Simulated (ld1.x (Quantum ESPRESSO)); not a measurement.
```
Element                 : Mg (Z = 12)
Generator               : ld1.x (Quantum ESPRESSO) 7.5
Type                    : ultrasoft
Functional              : PBE
Relativity              : scalar-relativistic
Frozen core             : [He]
Valence charge          : 10
Reference configuration : 2s2 2p6 3s2 3p0
Partial waves           : 2s (bound): rcut 1.25, rcutus 1.45 bohr; 3s (bound): rcut 1.25, rcutus 1.45 bohr; 2p (bound): rcut 1.10, rcutus 1.40 bohr; 3p (bound, empty): rcut 1.10, rcutus 1.40 bohr; 3d channel at 0.3 Ry: rcut 0.90, rcutus 1.20 bohr; 3d channel at 3 Ry: rcut 0.90, rcutus 1.20 bohr
Local potential         : all-electron potential smoothed inside 1.35 bohr (lloc = -1)
Core correction         : Bessel-smoothed model core, default radius (core density twice the valence density)
Augmentation charge     : PSQ, inside the norm-conserving radii
```

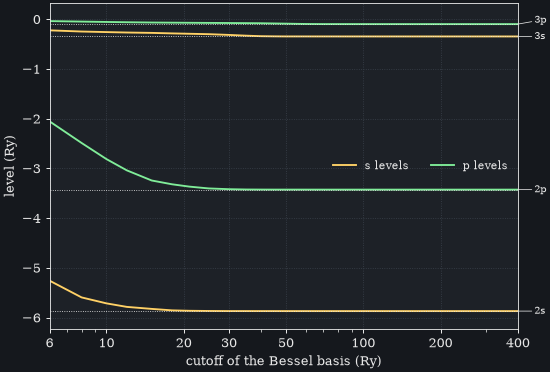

The pseudo-atom Hamiltonian at the reference potential is diagonalised in spherical Bessel functions (20 bohr box) up to the cutoff. Curves: the lowest levels of each channel that holds a bound state. Dotted lines: the all-electron valence levels.

Check the spectrum for spurious states.

No ghost state below the valence levels in the s, p, d, f channels. The curves of the valence states settle on the dotted lines.

Which level is furthest from its value at the highest cutoff when the cutoff is lowest, 6 Ry?

2p, by 1.37 Ry, against 0.61 Ry for 2s.

Read the all-electron valence levels.

2s: -5.9 Ry; 3s: -0.35 Ry; 2p: -3.4 Ry; 3p: -0.10 Ry.
